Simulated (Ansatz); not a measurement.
**Geometry relaxation, with input and output: C2H7Si (charge −1) (part 2 of 2)**

The same run, continued: C2H7Si, charge −1; RKS PBE-D4/def2-SVPD (Ansatz 0.2.0). 

Geometry of the input (Å):
```
C  -1.6060  0.3882  -0.5821
Si 0.9090  -0.8540  0.7428
C  0.1268  0.5677  -0.2638
H  -1.9771  -0.4266  -1.2066
H  -2.2247  1.2842  -0.6356
H  0.3241  1.4560  0.2799
H  0.8557  0.6314  -1.0308
H  0.7000  -2.0839  0.0644
H  0.2945  -0.9598  2.0185
H  2.3084  -0.6778  0.9072
```

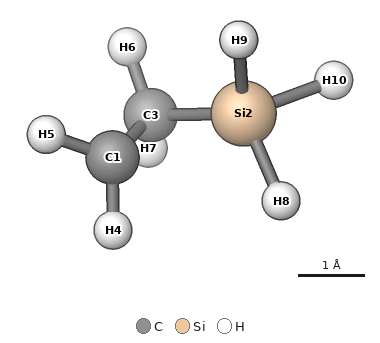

Fig. 1: The geometry at step 12 of the log (ball-and-stick view, seen at a tilt; atoms are numbered from 1 in the order of the input).

Trajectory as extended XYZ, continued
```
10
Properties=species:S:1:pos:R:3:forces:R:3 step=5 energy=-10052.97605
C    -1.3646    0.2196   -0.4132   -0.0466   0.1525   0.0332
Si    0.7487   -0.7885    0.6773   -0.1713   0.0461   0.0133
C     0.0840    0.6683   -0.3094    0.2095  -0.0426  -0.0547
H    -1.5266   -0.5081   -1.2355   -0.0014  -0.0329  -0.0687
H    -2.1033    1.0572   -0.5084    0.1528  -0.1307   0.0171
H     0.1900    1.5575    0.3552   -0.0268  -0.0066  -0.0024
H     0.7420    0.9019   -1.2149   -0.1867   0.0259   0.0446
H     0.3850   -2.1100    0.0446    0.0148  -0.0099  -0.0216
H     0.2453   -0.7830    2.0995    0.0668   0.0072   0.0154
H     2.3104   -0.8894    0.7989   -0.0110  -0.0089   0.0238
10
Properties=species:S:1:pos:R:3:forces:R:3 step=6 energy=-10052.98635
C    -1.3380    0.1965   -0.4140   -0.0768   0.0673   0.0548
Si    0.7162   -0.7829    0.6678   -0.0174  -0.0551   0.0440
C     0.1008    0.6807   -0.3202    0.2012   0.1423  -0.1052
H    -1.4919   -0.5225   -1.2466   -0.0054  -0.0172  -0.0360
H    -2.1034    1.0113   -0.4774    0.1274  -0.0992   0.0047
H     0.1862    1.5600    0.3602   -0.0260  -0.0035   0.0000
H     0.7379    0.9529   -1.2272   -0.1484  -0.0246   0.0660
H     0.3445   -2.0977    0.0276    0.0007  -0.0242   0.0154
H     0.2781   -0.7383    2.1109   -0.0395  -0.0015  -0.0162
H     2.2803   -0.9345    0.8128   -0.0157   0.0157  -0.0275
10
Properties=species:S:1:pos:R:3:forces:R:3 step=7 energy=-10052.99530
C    -1.2896    0.1656   -0.3915   -0.0670  -0.0161  -0.0007
Si    0.6795   -0.7812    0.6555   -0.0526   0.1364  -0.0912
C     0.1348    0.7089   -0.3412    0.1803   0.0811  -0.0213
H    -1.4399   -0.5492   -1.2309   -0.0144   0.0152  -0.0037
H    -2.0880    0.9464   -0.4186    0.0350  -0.0441   0.0070
H     0.1981    1.5780    0.3545    0.0032  -0.0195   0.0020
H     0.7239    1.0214   -1.2624   -0.0823  -0.0958   0.0996
H     0.3046   -2.0937    0.0155    0.0205  -0.0533  -0.0108
H     0.2379   -0.6981    2.0968    0.0191  -0.0038  -0.0028
H     2.2494   -0.9726    0.8161   -0.0416   0.0000   0.0219
10
Properties=species:S:1:pos:R:3:forces:R:3 step=8 energy=-10052.99918
C    -1.2484    0.1385   -0.3592    0.0555  -0.0829  -0.1334
Si    0.6313   -0.7691    0.6256    0.0046  -0.1100   0.1982
C     0.1724    0.7270   -0.3626   -0.0427   0.2978  -0.2017
H    -1.4112   -0.5639   -1.2095   -0.0100   0.0670   0.0180
H    -2.0691    0.8926   -0.3406   -0.0337  -0.0008   0.0459
H     0.2313    1.5878    0.3421    0.0232  -0.0031  -0.0149
H     0.7121    1.0519   -1.3010   -0.0352  -0.0786   0.0742
H     0.3083   -2.0947   -0.0175   -0.0006  -0.0765  -0.0538
H     0.1864   -0.6624    2.0638    0.0369  -0.0196   0.0815
H     2.1976   -0.9822    0.8527    0.0020   0.0067  -0.0140
10
Properties=species:S:1:pos:R:3:forces:R:3 step=9 energy=-10053.00984
C    -1.2201    0.1212   -0.3554    0.1053  -0.0475  -0.0982
Si    0.5877   -0.7707    0.6221   -0.0477   0.0845  -0.0501
C     0.1948    0.7521   -0.3864   -0.1087   0.0028   0.0570
H    -1.3942   -0.5463   -1.2322   -0.0082   0.0737   0.0556
H    -2.0678    0.8456   -0.2676    0.0617  -0.0612   0.0359
H     0.2495    1.6092    0.3223    0.0242   0.0050  -0.0408
H     0.7060    1.0723   -1.3338    0.0029  -0.0570   0.0298
H     0.3198   -2.1137   -0.0287   -0.0312  -0.0108  -0.0302
H     0.1810   -0.6504    2.0749   -0.0416  -0.0021   0.0579
H     2.1539   -0.9938    0.8788    0.0432   0.0127  -0.0169
10
Properties=species:S:1:pos:R:3:forces:R:3 step=10 energy=-10053.00996
C    -1.1495    0.0743   -0.3358   -0.2938   0.3019  -0.1562
Si    0.5017   -0.7596    0.6103    0.1521  -0.0704  -0.2278
C     0.2434    0.7901   -0.4251   -0.2561  -0.0669   0.3019
H    -1.3494   -0.5215   -1.2627   -0.0370   0.1104   0.2157
H    -2.0459    0.7351   -0.1079    0.4711  -0.3070  -0.1086
H     0.2913    1.6469    0.2818    0.0176   0.0585  -0.0917
H     0.7034    1.0941   -1.3918    0.0192  -0.0448  -0.0323
H     0.3117   -2.1213   -0.0671    0.0186   0.0004   0.0485
H     0.1266   -0.6192    2.0822   -0.0942   0.0059   0.0312
H     2.0774   -0.9936    0.9100    0.0026   0.0121   0.0193
10
Properties=species:S:1:pos:R:3:forces:R:3 step=11 energy=-10053.02383
C    -1.1711    0.0955   -0.3436   -0.2237  -0.0621  -0.0728
Si    0.5420   -0.7640    0.6107   -0.1143   0.0057  -0.0440
C     0.2171    0.7724   -0.4110    0.1582   0.0479   0.1483
H    -1.3797   -0.5099   -1.2552   -0.0284   0.0261   0.0523
H    -2.0385    0.7750   -0.1411    0.1071  -0.0872  -0.0040
H     0.2759    1.6407    0.2812    0.0233   0.0280  -0.0586
H     0.7069    1.0590   -1.3729   -0.0047   0.0000  -0.0190
H     0.3286   -2.1238   -0.0541    0.0247   0.0589   0.0096
H     0.1166   -0.6468    2.0722    0.0170   0.0013  -0.0340
H     2.1128   -0.9726    0.9075    0.0408  -0.0186   0.0223
10
Properties=species:S:1:pos:R:3:forces:R:3 step=12 energy=-10053.02845
C    -1.1630    0.0893   -0.3377   -0.0499  -0.0342  -0.0730
Si    0.5291   -0.7631    0.6045   -0.0398   0.0263   0.0149
C     0.2281    0.7807   -0.4169    0.0353  -0.0046   0.0771
H    -1.3883   -0.5074   -1.2494    0.0007   0.0309   0.0031
H    -2.0288    0.7562   -0.1076    0.0521  -0.0310   0.0280
H     0.2884    1.6581    0.2628    0.0018   0.0114  -0.0399
H     0.7049    1.0595   -1.3872   -0.0132  -0.0286   0.0045
H     0.3469   -2.1214   -0.0693   -0.0109   0.0219  -0.0190
H     0.0934   -0.6469    2.0629    0.0159  -0.0033   0.0059
H     2.1001   -0.9796    0.9318    0.0080   0.0112  -0.0017
10
Properties=species:S:1:pos:R:3:forces:R:3 step=13 energy=-10053.00698 accepted=F
C    -1.1228    0.0614   -0.3126   -0.1885  -0.1522  -0.1872
Si    0.4957   -0.7742    0.6224   -0.0010   0.0582  -0.2860
C     0.2645    0.7843   -0.3866   -0.1074   0.5095  -0.3485
H    -1.4114   -0.3914   -1.2897   -0.0255   0.0079   0.0700
H    -1.9586    0.6900    0.0596   -0.0637   0.0387   0.1041
H     0.2823    1.7855    0.1087    0.0987  -0.2756   0.0444
H     0.6943    0.9141   -1.4079    0.0829  -0.0308   0.1244
H     0.4190   -2.1012   -0.1475    0.0398  -0.0101   0.0452
H     0.0099   -0.7239    2.0523   -0.1066  -0.0096   0.2994
H     2.0378   -0.9193    0.9953    0.2713  -0.1359   0.1344
10
Properties=species:S:1:pos:R:3:forces:R:3 step=14 energy=-10053.03518
C    -1.1487    0.0741   -0.3353   -0.0160  -0.0275  -0.0134
Si    0.5138   -0.7625    0.6083   -0.0082  -0.0117  -0.0305
C     0.2409    0.7859   -0.4144   -0.0087   0.0348  -0.0507
H    -1.4072   -0.4580   -1.2772    0.0046   0.0115   0.0117
H    -2.0024    0.7175   -0.0232    0.0045   0.0195   0.0234
H     0.2937    1.7057    0.2044   -0.0034  -0.0062   0.0180
H     0.7054    1.0082   -1.4028    0.0076  -0.0290   0.0185
H     0.3756   -2.1105   -0.1008    0.0176  -0.0012  -0.0056
H     0.0592   -0.6706    2.0633   -0.0259   0.0107   0.0205
H     2.0805   -0.9644    0.9717    0.0280  -0.0010   0.0082
10
Properties=species:S:1:pos:R:3:forces:R:3 step=15 energy=-10053.03608
C    -1.1409    0.0662   -0.3271   -0.0920  -0.0022  -0.0960
Si    0.5017   -0.7663    0.6079    0.0527   0.0046  -0.0515
C     0.2490    0.7854   -0.4187   -0.0255   0.0844  -0.0210
H    -1.4285   -0.4211   -1.2871   -0.0164   0.0401   0.0702
H    -1.9802    0.7026    0.0446    0.0752  -0.0639  -0.0278
H     0.3023    1.7277    0.1672    0.0176  -0.0408  -0.0084
H     0.7076    0.9666   -1.4171   -0.0092  -0.0224   0.0417
H     0.4229   -2.1093   -0.1286   -0.0256   0.0266   0.0169
H     0.0089   -0.6814    2.0535    0.0240  -0.0144   0.0288
H     2.0681   -0.9449    0.9993   -0.0008  -0.0120   0.0471
10
Properties=species:S:1:pos:R:3:forces:R:3 step=16 energy=-10053.03716
C    -1.1425    0.0646   -0.3307   -0.0591  -0.0052  -0.0590
Si    0.5048   -0.7661    0.6035    0.0264  -0.0089   0.0287
C     0.2470    0.7852   -0.4216    0.0069   0.0742  -0.0303
H    -1.4439   -0.4066   -1.2938   -0.0062   0.0315   0.0552
H    -1.9739    0.6961    0.0617    0.0487  -0.0422  -0.0185
H     0.3043    1.7332    0.1552    0.0091  -0.0514  -0.0207
H     0.7077    0.9521   -1.4214   -0.0144  -0.0098   0.0456
H     0.4287   -2.1043   -0.1421    0.0134   0.0357   0.0255
H     0.0155   -0.6892    2.0517   -0.0429  -0.0016   0.0094
H     2.0631   -0.9394    1.0316    0.0180  -0.0223  -0.0360
10
Properties=species:S:1:pos:R:3:forces:R:3 step=17 energy=-10053.03773
C    -1.1379    0.0641   -0.3373    0.0313  -0.0452   0.0556
Si    0.5030   -0.7632    0.6017    0.0079   0.0061   0.0204
C     0.2482    0.7900   -0.4236    0.0099  -0.0468  -0.0059
H    -1.4547   -0.3920   -1.2979   -0.0355   0.0074  -0.0499
H    -1.9570    0.6784    0.0932   -0.0574   0.0274  -0.0060
H     0.3043    1.7405    0.1433    0.0164   0.0354  -0.0028
H     0.7131    0.9361   -1.4216    0.0107   0.0245  -0.0105
H     0.4390   -2.1018   -0.1394    0.0122  -0.0016  -0.0085
H    -0.0102   -0.6927    2.0431    0.0055   0.0012   0.0031
H     2.0630   -0.9340    1.0326   -0.0008  -0.0084   0.0043
10
Properties=species:S:1:pos:R:3:forces:R:3 step=18 energy=-10053.03272 accepted=F
C    -1.1554    0.0639   -0.3434    0.2596   0.0005   0.1519
Si    0.5132   -0.7674    0.6140    0.0088   0.0775  -0.2785
C     0.2461    0.7752   -0.4311   -0.1442  -0.0960   0.1684
H    -1.4812   -0.3554   -1.3157   -0.0468  -0.0650  -0.0744
H    -1.9687    0.6746    0.1051    0.0015   0.0646  -0.0131
H     0.3256    1.7224    0.1394   -0.0312   0.0654  -0.0181
H     0.6995    0.9252   -1.4331    0.0451  -0.0295  -0.0018
H     0.4738   -2.0889   -0.1502   -0.0254  -0.0431   0.0164
H    -0.0122   -0.6884    2.0436   -0.0459   0.0044   0.0497
H     2.0701   -0.9358    1.0653   -0.0215   0.0211  -0.0004
10
Properties=species:S:1:pos:R:3:forces:R:3 step=19 energy=-10053.03853
C    -1.1414    0.0611   -0.3353    0.0167  -0.0003   0.0102
Si    0.5055   -0.7641    0.6042    0.0123  -0.0121  -0.0051
C     0.2477    0.7863   -0.4242   -0.0123  -0.0057   0.0109
H    -1.4646   -0.3808   -1.3024   -0.0088   0.0042  -0.0054
H    -1.9598    0.6797    0.0957   -0.0038   0.0014  -0.0060
H     0.3084    1.7412    0.1372    0.0010   0.0042  -0.0075
H     0.7107    0.9310   -1.4237    0.0044  -0.0008   0.0020
H     0.4518   -2.0988   -0.1447   -0.0024   0.0023   0.0010
H    -0.0113   -0.6941    2.0440   -0.0030   0.0002   0.0027
H     2.0637   -0.9361    1.0432   -0.0042   0.0067  -0.0028
```

Summary

- outcome: converged
- total energy: −10053.0386 eV
- mean-field energy: −10052.8235 eV
- dispersion energy: −0.2150 eV
- SCF solution under orbital rotations: stable
- largest force (length of the vector) at the end: 0.020 eV/Å
- hardware: 2 threads of Intel Xeon @ 2.50GHz, 11 GiB of memory available, shared host
- wall time: 56 s (CPU time 1.8 min)
- peak memory: 0.16 GiB
